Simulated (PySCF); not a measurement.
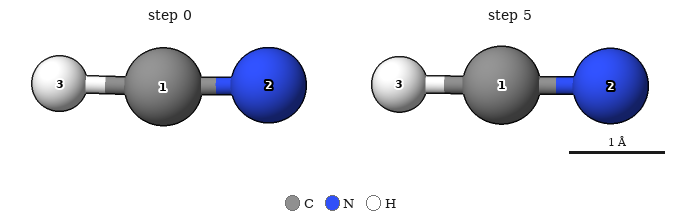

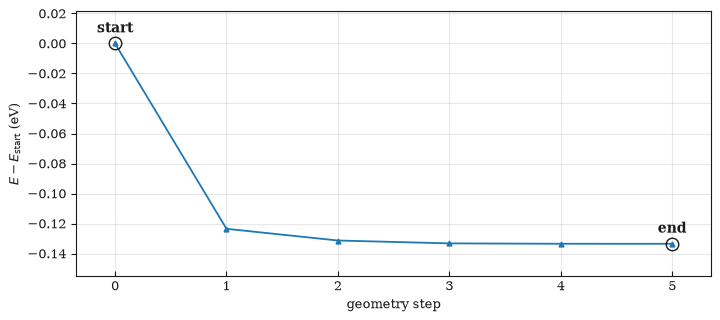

First and last geometry of a relaxation of CHN, with the history of the run. Style: ball-and-stick. Shown at a tilt.

The start comes from GFN2-xTB. Its atoms were then displaced at random by about 0.01 Å.

All numbers below come from PBE0-D3(BJ)/def2-SVP geometry optimisation, gas phase in PySCF. 

### What do the curves and the structures tell?

It converged. The largest move after the best rigid fit is that of C1, 0.026 Å. Largest moves by element: C 0.026 Å, N 0.023 Å, H 0.009 Å. Among the contacts that change: C1–N2 1.112 → 1.154 Å, C1–H3 1.099 → 1.079 Å. Bond angles that change, for instance: N2–C1–H3 177.4° → 180.0°. After 5 geometry steps the energy has fallen by 0.134 eV. The run took 1.8 s on 1 thread of Arm Neoverse V1, with other jobs on the host.

```json
{"step": "0", "E − E(0), eV": "0.0000"}
{"step": "1", "E − E(0), eV": "-0.1235"}
{"step": "2", "E − E(0), eV": "-0.1313"}
{"step": "3", "E − E(0), eV": "-0.1332"}
{"step": "4", "E − E(0), eV": "-0.1335"}
{"step": "5", "E − E(0), eV": "-0.1335"}
```
